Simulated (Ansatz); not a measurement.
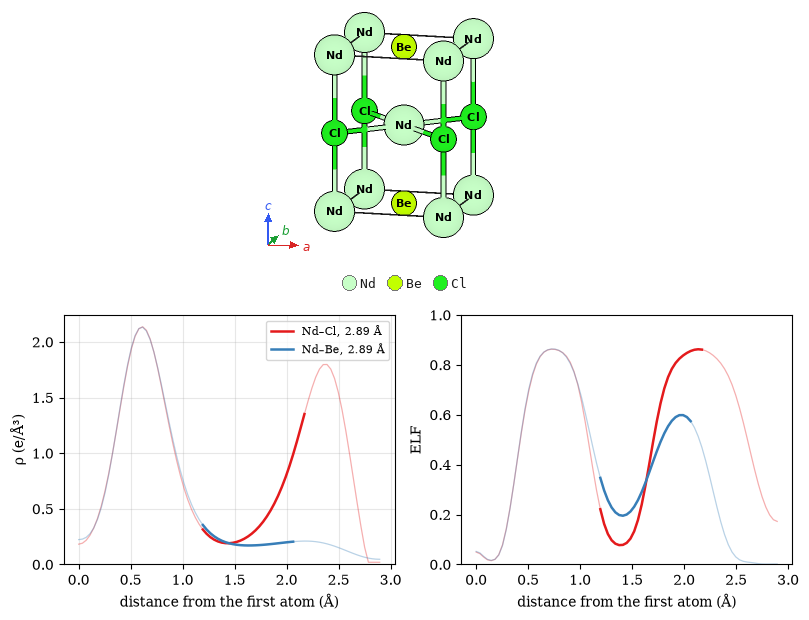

*Nd2BeCl. Valence pseudo-density and electron localisation function along straight lines between neighbouring atoms. Thin, pale parts lie inside the atomic spheres. The structure is drawn too.*

Space group P4/mmm; a generated structure, not necessarily the stable one; computed without spin polarisation; no Hubbard U on the f states and no spin–orbit coupling.

These are results of DFT PBE, scalar-relativistic, plane waves, PAW; 4f electrons in the core of a trivalent norm-conserving potential in Ansatz, not measurements.

In a pseudopotential calculation such maps are meaningful between the atoms, not at the nuclei.

> Compare the contacts.

Nd–Cl (2.89 Å): ρ at the midpoint is about 0.19 e/Å³; the ELF peaks at about 0.85 in the valence shell of Cl, 0.8 Å from its nucleus, and drops to about 0.10 between the two atoms; no localised pair shows between them.
Nd–Be (2.89 Å): the density is about 0.19 e/Å³ at the midpoint, with its minimum of 0.17 e/Å³ about 1.6 Å from Nd; the ELF is about 0.20 at the midpoint: no localised pair shows between them.
